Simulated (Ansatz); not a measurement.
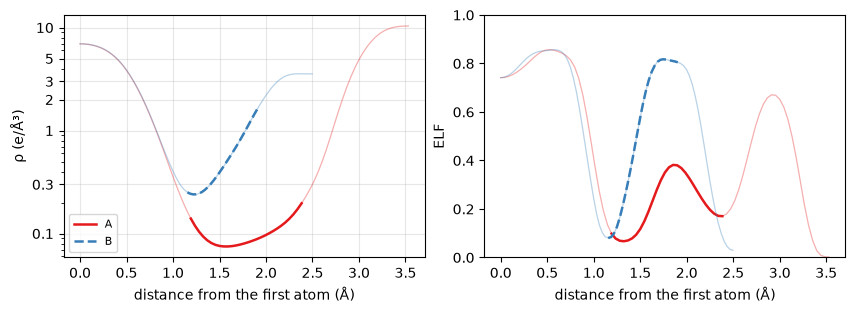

*Ca₃TiN. Valence electron density and ELF along straight lines between neighbouring atoms. Thin, pale parts lie inside the atomic spheres.*

Space group Pm-3m; a structure generated by program, which may or may not match a known phase; spin-polarised.

All numbers below come from Ansatz 0.2.0, DFT PBE, scalar-relativistic, plane waves, PAW.

The density is the valence pseudo-density of a PAW calculation; it isn't the true density close to the nuclei.

```
Ca Ti N
1.0
     4.99316    0.00000    0.00000
     0.00000    4.99316    0.00000
     0.00000    0.00000    4.99316
Ca Ti N
3 1 1
Cartesian
  2.4966 2.4966 0.0000
  0.0000 2.4966 2.4966
  2.4966 0.0000 2.4966
  0.0000 0.0000 0.0000
  2.4966 2.4966 2.4966
```

**Which curve belongs to which contact (Ca–N and Ca–Ti)? The first atom named is at distance zero.**

Curve A: Ca–Ti (3.53 Å): ρ at the midpoint is about 0.08 e/Å³; the ELF is about 0.35 at the midpoint (no localised pair shows between them). Curve B: Ca–N (2.50 Å): the density is about 0.24 e/Å³ at the midpoint; the ELF peaks at about 0.80 in the valence shell of N, 0.7 Å from its nucleus, and is about 0.15 at the midpoint (no shared electron pair shows on this line).
